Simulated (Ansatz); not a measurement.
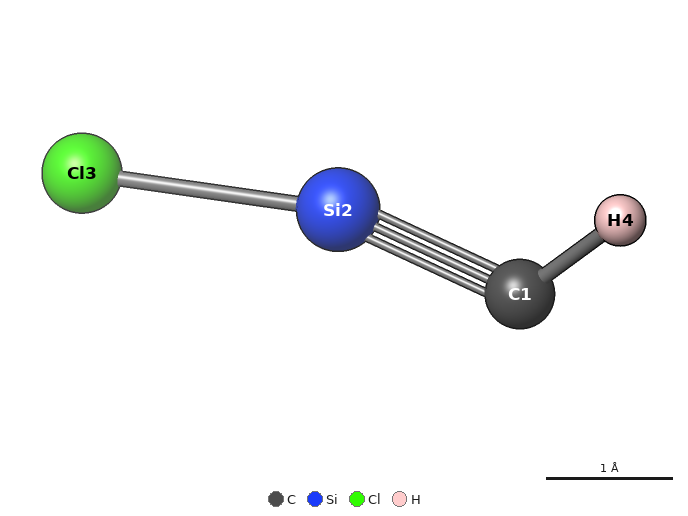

(Drawn from a calculation with Ansatz.)

Orthographic view. Depth is shown by fading: the farther an atom, the more it takes the colour of the background. Geometry: atoms displaced at random (about 0.05 Å) from a stationary point of GFN2-xTB.

Write a MOL file (V2000) with the atoms in numerical order, bonds sorted by atom number with the orders drawn, and coordinates in the frame of the picture: x right, y up, z towards the viewer, origin at the mean position.

```
CHClSi
                    3D

  4  3  0  0  0  0  0  0  0  0999 V2000
    1.0300   -0.5500    0.2100 C   0  0  0  0  0  0  0  0  0  0  0  0
   -0.4100    0.1200   -0.2100 Si  0  0  0  0  0  4  0  0  0  0  0  0
   -2.4500    0.4100   -0.7900 Cl  0  0  0  0  0  0  0  0  0  0  0  0
    1.8300    0.0300    0.7900 H   0  0  0  0  0  0  0  0  0  0  0  0
  1  2  3  0
  1  4  1  0
  2  3  1  0
M  END
```
